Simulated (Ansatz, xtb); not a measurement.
# Ligand exchange: HCl + CH6Cl2Si2 → SiH3Cl + SiH(CH3)Cl2

Species: HCl (hydrogen chloride), singlet; CH6Cl2Si2 `[SiH3]C[SiH](Cl)Cl`, singlet; SiH3Cl (chlorosilane) `[SiH3]Cl`, singlet; SiH(CH3)Cl2 (methyldichlorosilane), singlet. The partners trade H for SiH3: Cl–H and C–SiH3 bonds give way to Cl–SiH3 and C–H.

Shapes, held fixed at every level: PBE0-D4/def2-TZVP. Flexible molecules stand in one conformer, not always the lowest. Programs: Ansatz 0.2.0, xtb 6.7.1. The zero-point and thermal change to 298 K, harmonic and unscaled (PBE0-D4/def2-TZVP), is +7.0 kJ/mol.

```csv
level,kind,ΔH(298 K) (kJ/mol),less CCSD(T)/CBS estimate,CPU time (sum over the molecules)
GFN2-xTB,semi-empirical,-141.0,-58.9,0.13 s
SPW92/def2-TZVPP,LDA,-74.9,+7.2,12 s
r2SCAN-D4/def2-TZVPP,meta-GGA,-85.6,-3.5,44 s
B3LYP-D4/def2-TZVPP,global hybrid,-83.9,-1.8,45 s
PBE0-D4/def2-TZVPP,global hybrid,-81.2,+0.9,29 s
r2SCAN0-D4/def2-TZVPP,global hybrid,-86.0,-3.9,50 s
B2PLYP/def2-TZVPP,double hybrid,-89.4,-7.3,44 s
CCSD(T)/def2-SVP,coupled cluster or CI,-75.5,+6.6,28 s
CCSD(T)/CBS estimate,coupled cluster or CI,-82.1,0.0,20 min
```

The highest level, CCSD(T)/CBS estimate, gives ΔH(298 K) = -82.1 kJ/mol; the levels span -141.0 to -74.9. GFN2-xTB strays far from the other rows. The column of differences is taken from that level and isn't an error. No measured value is set beside it here. The CBS estimate extrapolates MP2 from def2-TZVPP and def2-QZVPP and adds CCSD(T) − MP2 in the triple-zeta set, cores frozen. Times are processor times on shared x86 and Arm servers, and rough.

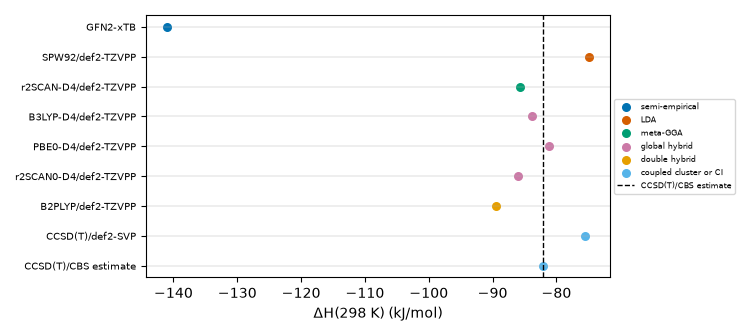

The values of the table, level by level.
